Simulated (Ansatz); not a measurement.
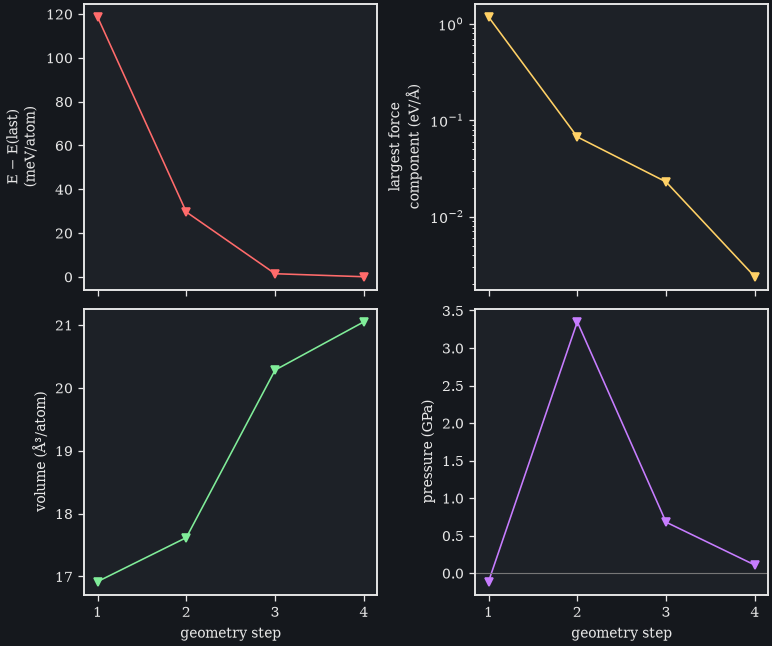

History of a geometry optimisation. The run: Cs$_{2}$VH$_{6}$ (Fm-3m, 9 atoms in the cell), by DFT PBE, scalar-relativistic, plane waves, PAW (Ansatz 0.2.0); cutoff 420 eV, 4×4×4 k-mesh, Gaussian smearing of 0.1 eV, collinear spins. Atoms and cell relax. A closing SCF on a freshly chosen basis isn't drawn.

The optimisation met its thresholds at geometry 4, counting the start as the first. The energy fell by about 120 meV/atom from the first step to the last. The largest force component goes from about 1.2 eV/Å at the start to 2.4 × 10⁻³ eV/Å at the end. The volume grows from 16.9 to 21.0 Å³ per atom (+24 %), as the pressure goes from −0.11 GPa to 0.11 GPa.
